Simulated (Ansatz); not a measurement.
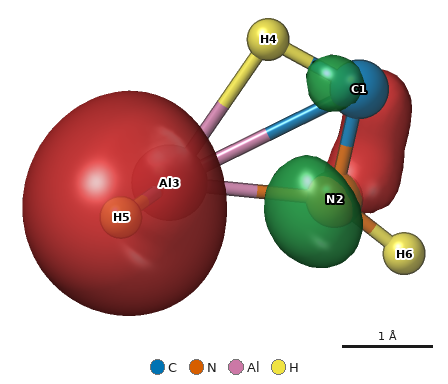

CH3AlN (doublet). The HOMO−1 (β) at ±0.15 Å⁻³ᐟ² (green and red are the two phases), seen at a tilt.

Geometry: PBE0-D4/def2-TZVP.

Theory: Ansatz 0.2.0, UKS PBE0-D4/def2-TZVPP.

Input

```
crystal:
  periodic: [false, false, false]
  atoms:
    - {symbol: C, position_ang: [0.763157, -1.431399, 0.301866]}
    - {symbol: N, position_ang: [-0.381016, -0.919548, 0.638575]}
    - {symbol: Al, position_ang: [-0.590624, 0.083656, -0.915076]}
    - {symbol: H, position_ang: [1.034808, -1.025246, -0.768418]}
    - {symbol: H, position_ang: [-0.029761, 1.578582, -0.790343]}
    - {symbol: H, position_ang: [-0.755716, -1.181164, 1.540586]}
basis:
  gaussian: {orbitals: def2-TZVPP}
magnetization: {spin_polarized: true, initial_magnetization: 1}
hamiltonian: {xc: pbe0, dispersion: d4}
output: {orbitals: {seedname: orbitals}}
```

Launched as:

```sh
ansatz run in.yaml --threads 2 --pin off --events-out ev --progress --plain --max-ram 4352MiB
```

Question: Describe this orbital and give its energy.

Answer: By Hirshfeld shares it lies mainly on H5 (about 45 %), Al3 (about 40 %) and N2 (about 10 %). Its energy is −9.38 eV.
